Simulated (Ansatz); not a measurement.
**CaF2, pressure series**

Start from CaF₂ in the fluorite structure (space group Fm-3m, No. 225; a = 5.511 Å).

Cell and atoms are relaxed at each pressure.

Calculations: plane-wave PAW DFT at the PBE level (Ansatz, a quantum-chemistry and plane-wave program, 420 eV), scalar-relativistic without spin-orbit coupling.

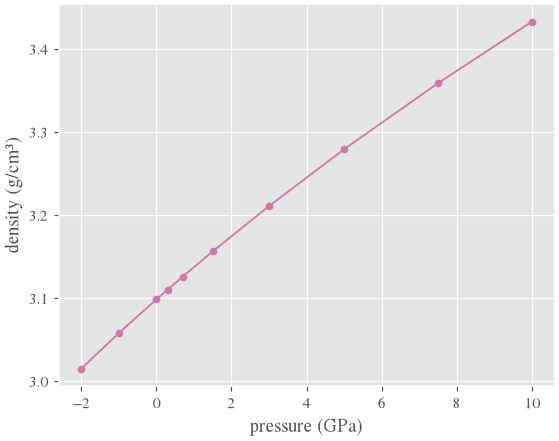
Fig. 1. Density against pressure

```csv
pressure (GPa),density
-2,3.02 g/cm³
-1,3.06 g/cm³
0.3,3.11 g/cm³
0.7,3.13 g/cm³
1.5,3.16 g/cm³
3,3.21 g/cm³
5,3.28 g/cm³
7.5,3.36 g/cm³
10,3.43 g/cm³
```

Load acts through the strain it causes; cell and atoms are relaxed under it. Stability against distortions was not tested. No other phases were tried under pressure. The base started in Pca2_1 and relaxed to Fm-3m at this level.
